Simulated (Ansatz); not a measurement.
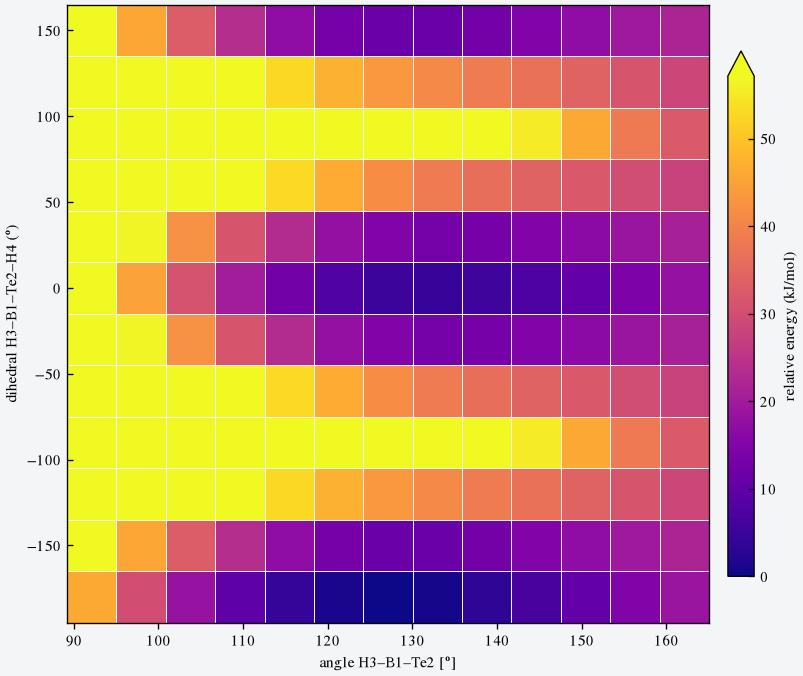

Energy landscape of BH2Te, SMILES [BH][TeH], spin multiplicity 2. 
- First axis: angle H3–B1–Te2. Second axis: dihedral H3–B1–Te2–H4.
- Nothing is relaxed (all other coordinates rigid).
- The scan uses a 13 × 12 grid; 91 points were computed and 65 follow by symmetry.
- Energies are in kJ/mol, from the lowest grid point.
- Energies and slopes of some neighbouring points disagree (a jump in structure or state, or too coarse a mesh).
- Computed with UKS PBE0-D4/def2-TZVP (Ansatz).

In the figure: one coloured cell a grid point, one colour for all values above the top of the scale. 

### Summarise what can be read from the map.

The lowest grid point is at angle H3–B1–Te2 = 127.1°, dihedral H3–B1–Te2–H4 = −180°. Other grid points that lie below all their neighbours: angle H3–B1–Te2 = 133.0°, dihedral H3–B1–Te2–H4 = 0° (4.2 kJ/mol higher). The highest grid point, angle H3–B1–Te2 = 92.1°, dihedral H3–B1–Te2–H4 = −90°, lies 141 kJ/mol above the lowest.

Grid values (kJ/mol):

| dihedral H3–B1–Te2–H4 ↓, angle H3–B1–Te2 → | 92.1 | 98.0 | 103.8 | 109.6 | 115.5 | 121.3 | 127.1 | 133.0 | 138.8 | 144.6 | 150.5 | 156.3 | 162.1 |
| --- | --- | --- | --- | --- | --- | --- | --- | --- | --- | --- | --- | --- | --- |
| 150 | 62 | 46 | 33 | 24 | 17 | 13 | 11 | 11 | 13 | 15 | 17 | 20 | 22 |
| 120 | 105 | 86 | 72 | 61 | 53 | 47 | 43 | 41 | 39 | 37 | 34 | 31 | 29 |
| 90 | 141 | 121 | 106 | 94 | 86 | 81 | 78 | 75 | 66 | 55 | 46 | 38 | 32 |
| 60 | 109 | 89 | 74 | 62 | 53 | 46 | 42 | 38 | 36 | 34 | 32 | 30 | 28 |
| 30 | 75 | 57 | 42 | 31 | 23 | 18 | 15 | 13 | 13 | 15 | 17 | 19 | 21 |
| 0 | 63 | 45 | 31 | 20 | 13 | 8 | 5 | 4 | 5 | 7 | 11 | 14 | 18 |
| −30 | 75 | 57 | 42 | 31 | 23 | 18 | 15 | 13 | 13 | 15 | 17 | 19 | 21 |
| −60 | 109 | 89 | 74 | 62 | 53 | 46 | 42 | 38 | 36 | 34 | 32 | 30 | 28 |
| −90 | 141 | 121 | 106 | 94 | 86 | 81 | 78 | 75 | 66 | 55 | 46 | 38 | 32 |
| −120 | 105 | 86 | 72 | 61 | 53 | 47 | 43 | 41 | 39 | 37 | 34 | 31 | 29 |
| −150 | 62 | 46 | 33 | 24 | 17 | 13 | 11 | 11 | 13 | 15 | 17 | 20 | 22 |
| −180 | 46 | 30 | 18 | 10 | 4 | 1 | 0 | 1 | 3 | 7 | 11 | 15 | 19 |

Each point was launched as `ansatz run input.yaml --threads 1 --pin off --max-ram 2560MiB --backend cpu --events-out ev --progress --plain --runs-dir out`. Time for the 91 points that were run: 10 min on 1 thread of Arm Neoverse N1 (shared host).
